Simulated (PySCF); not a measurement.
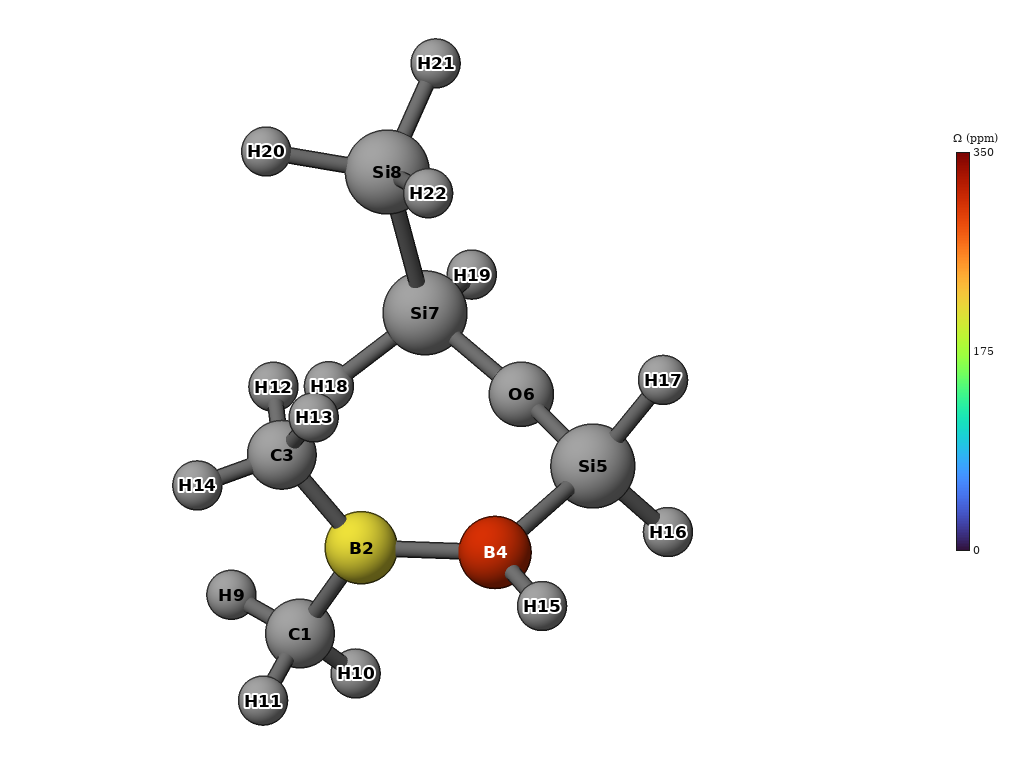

The B atoms are coloured by the span of their shielding tensor. Computed geometry: GFN2-xTB optimisation. No frequency run is at hand to confirm it as a minimum. Level of theory: GIAO PBE0/pcSseg-1 NMR shielding, non-relativistic, gas phase (PySCF 2.14.0). Principal shieldings σ11 ≤ σ22 ≤ σ33, span Ω = σ33 − σ11, skew κ = 3(σiso − σ22)/Ω.

Which B atom has the most anisotropic shielding?

B4, with a span of 307 ppm.

Give the shielding tensors of the B atoms.

```tsv
atom	σ11	σ22	σ33	σiso	Ω	κ
B2	−95.9	−26.0	117.1	−1.6	213.0	0.34
B4	−179.0	−42.5	128.2	−31.1	307.2	0.11
```

Shieldings and span in ppm.

The geometry is semi-empirical. Around B, Si such bond lengths and angles can be off by a tenth of an ångström or more and by several degrees, and values that hang on the shape move with them.
